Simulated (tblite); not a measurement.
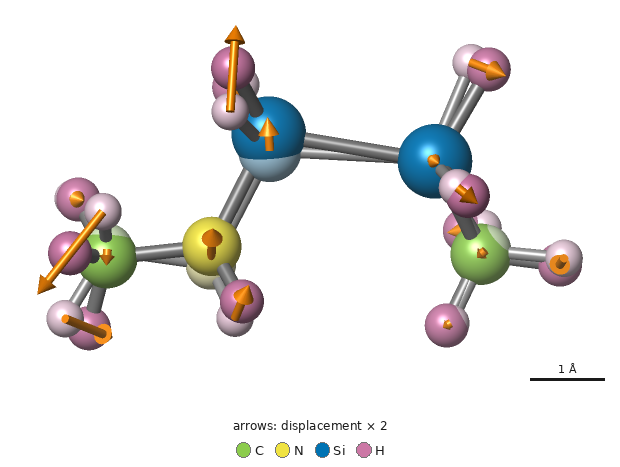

A relaxation of C$_{2}$H$_{11}$NSi$_{2}$. The starting structure is drawn faded, the final one solid; orange arrows show the displacements, magnified 2 times. The two geometries are superimposed by the best rigid fit.

The picture is a ball-and-stick view, seen at a tilt.

Theory: GFN2-xTB geometry optimisation, gas phase in tblite 0.8.0. 

Question: Which element moves most?

Answer: Hydrogen: up to 0.72 Å, against 0.43 Å for nitrogen.

Question: Describe the change and its energy.

Answer: The largest move after the best rigid fit is that of an H atom, 0.72 Å. By element the largest moves are H 0.72 Å, N 0.43 Å, Si 0.23 Å, C 0.11 Å. Some distances before and after: Si–Si 2.202 → 2.302 Å, N–Si 1.780 → 1.722 Å, H–N 1.055 → 1.009 Å, C–Si 1.871 → 1.902 Å. Bond angles that change, for instance: C–N–Si 106.9° → 122.9°, Si–N–H 110.4° → 118.5°, N–C–H 105.1° → 112.6°. The energy falls by 0.580 eV in 75 geometry steps. The run took 0.37 s on 1 thread of Arm Neoverse V2, with other jobs on the host.
